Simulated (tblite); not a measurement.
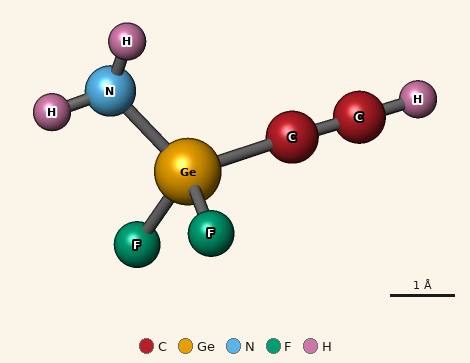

*The structure (ball-and-stick view, seen at a tilt). Sticks mark near contacts.*

Bond lengths as drawn: C–C 1.20 Å, C–Ge 1.90 Å, C–H 1.05 Å, F–Ge 1.72 to 1.75 Å, Ge–N 1.79 Å and H–N 1.01 Å.

**Frequency calculation, with input and output: C$_{2}$H$_{3}$F$_{2}$GeN**

C$_{2}$H$_{3}$F$_{2}$GeN, SMILES C#[C][Ge]([NH2])([F])[F], computed with GFN2-xTB harmonic vibrations, gas phase (tblite 0.8.0).

**The program's output**
```
mode    cm-1     km/mol
  1      94.9      9.89
  2     101.1      0.78
  3     122.2     29.96
  4     170.5      9.45
  5     191.0     21.54
  6     199.4     21.21
  7     273.4     31.98
  8     279.7     23.51
  9     440.0      5.02
 10     489.3     94.99
 11     499.9    356.56
 12     526.6     88.84
 13     675.5     23.71
 14     675.7     34.32
 15     678.8     99.69
 16     762.0    101.33
 17    1446.1     38.41
 18    2193.2     25.13
 19    3342.2     12.04
 20    3415.5     15.36
 21    3463.7      3.26
```

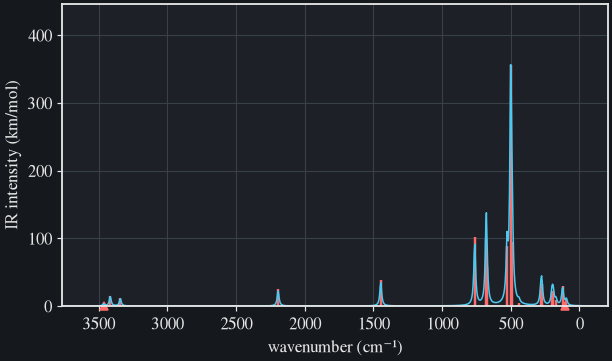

*Harmonic infrared spectrum, unscaled: sticks (degenerate modes added up, dark ones marked on the axis) with a Lorentzian envelope of 16 cm⁻¹ full width, scaled to the tallest stick.*

21 modes from 95 to 3464 cm⁻¹, none imaginary. The strongest line is at 500 cm⁻¹ (357 km/mol).

This output came from the following input.

**Input file**
```
{"job": {"kind": "ir", "xc": "GFN2-xTB", "basis": "xTB"}, "charge": 0, "multiplicity": 1}
C      2.286295     1.246790     0.114525
C      1.303899     0.558217     0.171264
Ge    -0.230362    -0.545601     0.311698
N     -1.617766    -0.171922    -0.751511
F      0.169435    -2.185379    -0.017593
F     -0.671135    -0.636750     1.999662
H      3.145216     1.854289     0.056221
H     -2.019103     0.752639    -0.711360
H     -2.352917    -0.866289    -0.770846
```

The first line tells a small driver script what to run in tblite; the rest is the geometry in Å.

Command:
```bash
OMP_NUM_THREADS=1 python <driver script> task.json out
```

**Results in brief**

| quantity | value |
| --- | --- |
| outcome | converged |
| total energy | −547.8595 eV |
| zero-point energy | 28.6490 kcal/mol |
| hardware | 1 CPU thread, shared host |
| peak memory | 0.18 GiB |
